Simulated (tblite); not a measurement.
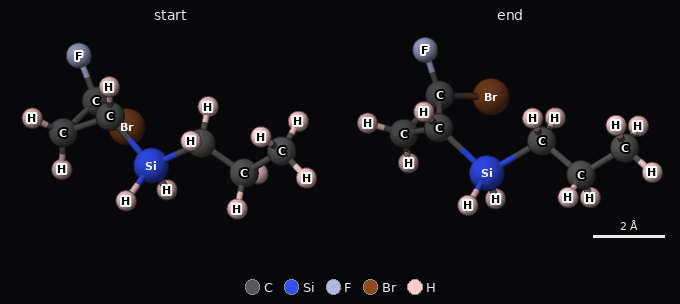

The structure of C6H12BrFSi before (left) and after (right) a relaxation, at one scale.

The picture is a ball-and-stick view, seen at a tilt.

All numbers below come from GFN2-xTB geometry optimisation, gas phase in tblite 0.8.0. 

**What changed between the two?**

The Br atom moves most after the best rigid fit: 1.28 Å. Largest moves by element: Br 1.28 Å, H 1.06 Å, F 0.71 Å, C 0.49 Å, Si 0.29 Å. Near-neighbour distances that change, for instance: C–Si 1.841 → 1.895 Å, C–H 1.128 → 1.080 Å, C–C 1.487 → 1.527 Å, C–Si 1.865 → 1.897 Å. Among the angles between lasting bonds that change: Si–C–C 112.7° → 120.5°, F–C–Br 116.4° → 109.1°, C–C–H 103.7° → 110.5°. Groups turn about C–Si by about 45°, C–Si by about 30°, C–C by about 25°. Over 194 geometry steps the energy falls by 15.0 kcal/mol.
